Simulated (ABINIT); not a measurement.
# InP (F-43m): G0W0 with ABINIT, start to end

How does a plane-wave GW calculation on InP (F-43m) run from the first input to the gap?

Calculated with ABINIT 10.8.3; LDA and many-body steps on it, plane waves.

### 1. Starting point

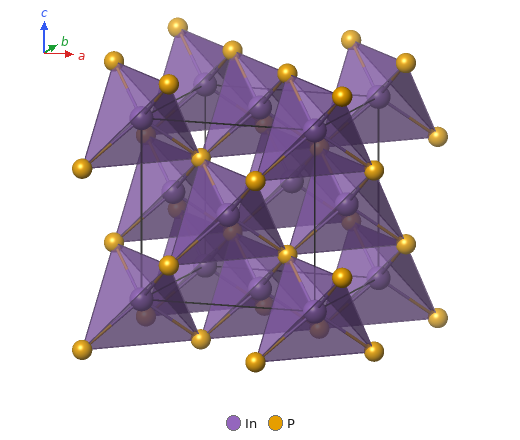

The cell as given, slightly off an axis (indium purple, phosphorus orange). This picture shows the conventional cell, with its axes. Some periodic images of atoms are drawn too.

Structure file:

```cif
data_structure
_symmetry_space_group_name_H-M 'F-43m'
_symmetry_Int_Tables_number 216
_cell_length_a 5.8687
_cell_length_b 5.8687
_cell_length_c 5.8687
_cell_angle_alpha 90.000
_cell_angle_beta 90.000
_cell_angle_gamma 90.000
_cell_volume 202.13
loop_
_atom_site_label
_atom_site_type_symbol
_atom_site_symmetry_multiplicity
_atom_site_Wyckoff_symbol
_atom_site_fract_x
_atom_site_fract_y
_atom_site_fract_z
_atom_site_occupancy
In1 In 4 a 0.00000 0.00000 0.00000 1
P1 P 4 d 0.25000 0.25000 0.75000 1
```

The cell and positions come from the Crystallography Open Database and are kept as given unless a step says otherwise.

### 2. Ground state

This step: ABINIT 10.8.3; DFT, LDA, plane waves, norm-conserving pseudopotentials.

The ground-state density comes first.

Contents of run.abi:

```
acell 3*1.0 Angstrom
rprim 
  -0.000000000000 2.934350000000 2.934350000000
  2.934350000000 -0.000000000000 2.934350000000
  2.934350000000 2.934350000000 -0.000000000000
ntypat 2
znucl 49 15
natom 2
typat 1 2
xred 
  0.000000000000 0.000000000000 0.000000000000
  0.250000000000 0.250000000000 0.250000000000
pp_dirpath "pseudos"
pseudos "In.upf, P.upf"
ecut 33
ngkpt 6 6 6
nshiftk 1
shiftk 0 0 0
kptopt 1
chksymbreak 0
nband 18
occopt 1
tolvrs 1e-10
nstep 60
prtwf 0
indata_prefix "in"
outdata_prefix "out"
tmpdata_prefix "tmp"
```

Command:

```
> OMP_NUM_THREADS=1 mpirun -n 4 abinit run.abi > log
```

Numbers of over 12 decimals in the logs are rounded to 6 here.

Output:

```text
.Version 10.8.3 of ABINIT. v10.8.2 released Aug 2026.

 Symmetries : space group F-4 3 m (#216); Bravais cF (face-center cubic)
================================================================================
 Values of the parameters that define the memory need of the present run
     intxc =       0    ionmov =       0      iscf =       7    lmnmax =       6
     lnmax =       6     mgfft =      45  mpssoang =       3    mqgrid =    3001
     natom =       2  nloc_mem =       1    nspden =       1   nspinor =       1
    nsppol =       1      nsym =      24    n1xccc =    2501    ntypat =       2
    occopt =       1   xclevel =       1
-    mband =          18        mffmem =           1         mkmem =           4
       mpw =        3104          nfft =       91125          nkpt =          16
================================================================================
  Rough estimation (10% accuracy) of disk space for files :
================================================================================

--------------------------------------------------------------------------------
------------- Echo of variables that govern the present computation ------------
--------------------------------------------------------------------------------
 -outvars: echo values of preprocessed input variables --------
            acell      1.8897261259E+00  1.8897261259E+00  1.8897261259E+00 Bohr

      chksymbreak           0
             ecut      3.30000000E+01 Hartree
-          fftalg         312

              ixc       -1012
              kpt      0.00000000E+00  0.00000000E+00  0.00000000E+00
                       1.66666667E-01  0.00000000E+00  0.00000000E+00
                       3.33333333E-01  0.00000000E+00  0.00000000E+00
                       5.00000000E-01  0.00000000E+00  0.00000000E+00
                       1.66666667E-01  1.66666667E-01  0.00000000E+00
                       3.33333333E-01  1.66666667E-01  0.00000000E+00
                       5.00000000E-01  1.66666667E-01  0.00000000E+00
                      -3.33333333E-01  1.66666667E-01  0.00000000E+00
                      -1.66666667E-01  1.66666667E-01  0.00000000E+00
   [... 5 further rows ...]
                      -3.33333333E-01  3.33333333E-01  1.66666667E-01
                      -3.33333333E-01  5.00000000E-01  1.66666667E-01
         kptrlatt        6    0    0      0    6    0      0    0    6
          kptrlen      4.70518853E+01
P           mkmem           4
            natom           2
            nband          18
            ngfft          45      45      45
             nkpt          16
            nstep          60
             nsym          24
           ntypat           2
              occ      2.000000  2.000000  2.000000  2.000000  2.000000  2.000000
                       2.000000  2.000000  2.000000  2.000000  2.000000  2.000000
                       2.000000  0.000000  0.000000  0.000000  0.000000  0.000000
            prtwf           0
            rprim     -0.0000000000E+00  2.9343500000E+00  2.9343500000E+00
[...]
spgroup         216

           tolvrs      1.00000000E-10

             xred      0.0000000000E+00  0.0000000000E+00  0.0000000000E+00
[...]
znucl       49.00000   15.00000

================================================================================

 chkinp: Checking input parameters for consistency.

================================================================================
== DATASET  1 ==================================================================
-   mpi_nproc: 4, omp_nthreads: 1 (-1 if OMP is not activated)

--- !DatasetInfo
iteration_state: {dtset: 1, }
dimensions: {natom: 2, nkpt: 16, mband: 18, nsppol: 1, nspinor: 1, nspden: 1, mpw: 3104, }
cutoff_energies: {ecut:  33.0, pawecutdg:  -1.0, }
electrons: {nelect:   2.60000000E+01, charge:   0.00000000E+00, occopt:   1.00000000E+00, tsmear:   1.00000000E-02, }

 Real(R)+Recip(G) space primitive vectors, cartesian coordinates (Bohr,Bohr^-1):
 R(1)=  0.0000000  5.5451179  5.5451179  G(1)= -0.0901694  0.0901694  0.0901694
 R(2)=  5.5451179  0.0000000  5.5451179  G(2)=  0.0901694 -0.0901694  0.0901694
 R(3)=  5.5451179  5.5451179  0.0000000  G(3)=  0.0901694  0.0901694 -0.0901694
 Unit cell volume ucvol=  3.4100625E+02 bohr^3
 Angles (23,13,12)=  6.00000000E+01  6.00000000E+01  6.00000000E+01 degrees

 getcut: wavevector=  0.0000  0.0000  0.0000  ngfft=  45  45  45
         ecut(hartree)=     33.000   => boxcut(ratio)=   2.16973

--- Pseudopotential description ------------------------------------------------
- In Generated using ONCVPSP code by D. R. Hamann
- 49.00000  21.00000  180309                  znucl, zion, pspdat
12 -1012 2 -1 1894                            pspcod,pspxc,lmax,lloc,mmax
     nproj     2     2     2
  pspatm : epsatm=   33.93291270
         --- l  ekb(1:nproj) -->
[...]
pspatm: atomic psp has been read  and splines computed

- P Generated using ONCVPSP code by D. R. Hamann
- 15.00000   5.00000  180309                  znucl, zion, pspdat
12 -1012 2 -1 1298                            pspcod,pspxc,lmax,lloc,mmax
     nproj     2     2     2
  pspatm : epsatm=    7.03163270
         --- l  ekb(1:nproj) -->
[...]
2   -3.024864   -0.802189
 pspatm: atomic psp has been read  and splines computed

   1.06507818E+03                                ecore*ucvol(ha*bohr**3)
--------------------------------------------------------------------------------

_setup2: Arith. and geom. avg. npw (full set) are    3085.792    3085.771

================================================================================

--- !BeginCycle
iteration_state: {dtset: 1, }
solver: {iscf: 7, nstep: 60, nline: 4, wfoptalg: 0, }
tolerances: {tolvrs: 1.00E-10, }

     iter   Etot(hartree)      deltaE(h)  residm     vres2
 ETOT  1  -205.97483694696    -2.060E+02 2.459E-01 1.666E+02
 ETOT  2  -206.31565769344    -3.408E-01 6.932E-03 1.653E+01
 ETOT  3  -206.31810961554    -2.452E-03 1.166E-02 4.994E-01
 ETOT  4  -206.31816287813    -5.326E-05 1.054E-03 4.534E-02
 ETOT  5  -206.31817259573    -9.718E-06 3.582E-04 8.230E-03
 ETOT  6  -206.31817477819    -2.182E-06 2.198E-05 1.135E-04
 ETOT  7  -206.31817478924    -1.105E-08 8.984E-06 1.221E-06
 ETOT  8  -206.31817478943    -1.887E-10 5.675E-07 6.019E-08
 ETOT  9  -206.31817478945    -1.512E-11 2.331E-07 3.823E-09
 ETOT 10  -206.31817478944     9.720E-12 1.511E-08 4.905E-12

 At SCF step   10       vres2   =  4.91E-12 < tolvrs=  1.00E-10 =>converged.

 Cartesian components of stress tensor (hartree/bohr^3)
  sigma(1 1)=  1.87931487E-04  sigma(3 2)=  0.00000000E+00
  sigma(2 2)=  1.87931487E-04  sigma(3 1)=  0.00000000E+00
  sigma(3 3)=  1.87931487E-04  sigma(2 1)=  0.00000000E+00

--- !ResultsGS
iteration_state: {dtset: 1, }
comment   : Summary of ground state results
lattice_vectors:
- [ -0.0000000,   5.5451179,   5.5451179, ]
- [  5.5451179,  -0.0000000,   5.5451179, ]
- [  5.5451179,   5.5451179,  -0.0000000, ]
lattice_lengths: [   7.84198,    7.84198,    7.84198, ]
lattice_angles: [ 60.000,  60.000,  60.000, ] # degrees, (23, 13, 12)
lattice_volume:   3.4100625E+02
convergence: {deltae:  9.720E-12, res2:  4.905E-12, residm:  1.511E-08, diffor: null, }
etotal    :  -2.06318175E+02
entropy   :   0.00000000E+00
fermie    :   1.74074826E-01
cartesian_stress_tensor: # hartree/bohr^3
- [  1.87931487E-04,   0.00000000E+00,   0.00000000E+00, ]
- [  0.00000000E+00,   1.87931487E-04,   0.00000000E+00, ]
- [  0.00000000E+00,   0.00000000E+00,   1.87931487E-04, ]
pressure_GPa:  -5.5291E+00
xred      :
- [  0.0000E+00,   0.0000E+00,   0.0000E+00, In]
- [  2.5000E-01,   2.5000E-01,   2.5000E-01,  P]
cartesian_forces: # hartree/bohr
- [ -0.00000000E+00,  -0.00000000E+00,  -0.00000000E+00, ]
- [ -0.00000000E+00,  -0.00000000E+00,  -0.00000000E+00, ]
force_length_stats: {min:   0.00000000E+00, max:   0.00000000E+00, mean:   0.00000000E+00, }

 Integrated electronic density in atomic spheres:
 ------------------------------------------------
 Atom  Sphere_radius  Integrated_density
    1        2.00000         17.83909891
    2        2.00000          2.75334687
================================================================================

 ----iterations are completed or convergence reached----

 Mean square residual over all n,k,spin=   10.062E-11; max=  15.108E-09
 reduced coordinates (array xred) for    2 atoms
       0.000000000000      0.000000000000      0.000000000000
       0.250000000000      0.250000000000      0.250000000000
 rms dE/dt=  0.0000E+00; max dE/dt=  0.0000E+00; dE/dt below (all hartree)
    1       0.000000000000      0.000000000000      0.000000000000
    2       0.000000000000      0.000000000000      0.000000000000

 cartesian coordinates (angstrom) at end:
    1      0.000000     0.000000     0.000000
    2      1.467175     1.467175     1.467175

 cartesian forces (hartree/bohr) at end:
    1     -0.000000    -0.000000    -0.000000
    2     -0.000000    -0.000000    -0.000000
 frms,max,avg= 0.0000000E+00 0.0000000E+00   0.000E+00  0.000E+00  0.000E+00 h/b

 cartesian forces (eV/Angstrom) at end:
    1     -0.000000    -0.000000    -0.000000
    2     -0.000000    -0.000000    -0.000000
 frms,max,avg= 0.0000000E+00 0.0000000E+00   0.000E+00  0.000E+00  0.000E+00 e/A
 length scales=  1.889726125908  1.889726125908  1.889726125908 bohr
              =  1.000000000000  1.000000000000  1.000000000000 angstroms
 prteigrs : about to open file out_EIG
 Fermi (or HOMO) energy (hartree) =   0.17407   Average Vxc (hartree)=  -0.36049
 Eigenvalues (hartree) for nkpt=  16  k points:
 kpt#   1, nband= 18, wtk=  0.00463, kpt=  0.0000  0.0000  0.0000 (reduced coord)
  -4.04219   -2.52030   -2.52030   -2.52030   -0.34687   -0.34687   -0.34687   -0.34129
  -0.34129   -0.24972    0.17407    0.17407    0.17407    0.19088    0.31951    0.31951
   0.31951    0.47740
 prteigrs : prtvol=0 or 1, do not print more k-points.

--- !EnergyTerms
iteration_state     : {dtset: 1, }
comment             : Components of total free energy in Hartree
kinetic             :  7.00328815073717E+01
hartree             :  7.44498485263649E+01
xc                  : -2.99339727440290E+01
Ewald energy        : -1.03918092430690E+02
psp_core            :  3.12333917428224E+00
local_psp           : -2.03934287722262E+02
non_local_psp       : -1.61378911004735E+01
total_energy        : -2.06318174789436E+02
total_energy_eV     : -5.61420354376116E+03
band_energy         : -2.66217646228875E+01

 Cartesian components of stress tensor (hartree/bohr^3)
  sigma(1 1)=  1.87931487E-04  sigma(3 2)=  0.00000000E+00
  sigma(2 2)=  1.87931487E-04  sigma(3 1)=  0.00000000E+00
  sigma(3 3)=  1.87931487E-04  sigma(2 1)=  0.00000000E+00

-Cartesian components of stress tensor (GPa)         [Pressure= -5.5291E+00 GPa]
- sigma(1 1)=  5.52913523E+00  sigma(3 2)=  0.00000000E+00
- sigma(2 2)=  5.52913523E+00  sigma(3 1)=  0.00000000E+00
- sigma(3 3)=  5.52913523E+00  sigma(2 1)=  0.00000000E+00

== END DATASET(S) ==============================================================
================================================================================

 -outvars: echo values of variables after computation  --------
           etotal     -2.0631817479E+02
            nband          18
             nkpt          16
          spgroup         216
 [... the other variables as echoed above ...]

 Calculation completed.
```

It took 14 s on 4 MPI ranks of Arm Neoverse V1, shared host; peak memory 0.31 GiB.

Numbers from this step:

```
total energy               : -5614.2035 eV
gap                        : 0.4574 eV
k of the valence top       : 0, 0, 0
k of the conduction bottom : 0, 0, 0
least direct gap           : 0.4574 eV
pressure                   : -5.529 GPa
```

The gap is direct, at Γ.

The cutoff was set for levels, not for stress, so the pressure can be off by some GPa.

(Part 1 of 3 ends here.)

[Paths, hosts, dates, memory and timing lines, banners, echoed tables and standing remarks are left out of the program output.]

[Logs are printed without paths, hosts, clocks, repeated set-up lines and the standing remarks that a program may print on its own settings, such as how far it seeks lower states.]

[Runs of the session that timed out or met a known fault of the program may be left out.]

[Hosts, paths, dates, database ids (printed as entryN), source tags and the programs' standing remarks are cut or masked in the printed files.]

[G0W0 gaps are taken among the corrected bands and points alone; a level outside them can change the order at an edge.]

[Where Ansatz stands beside ABINIT at settings called matched, ABINIT's density can come from a denser mesh and the files from another edition; pairs whose starting gaps differed by over 0.03 eV were left out, so agreement reads better than it is.]
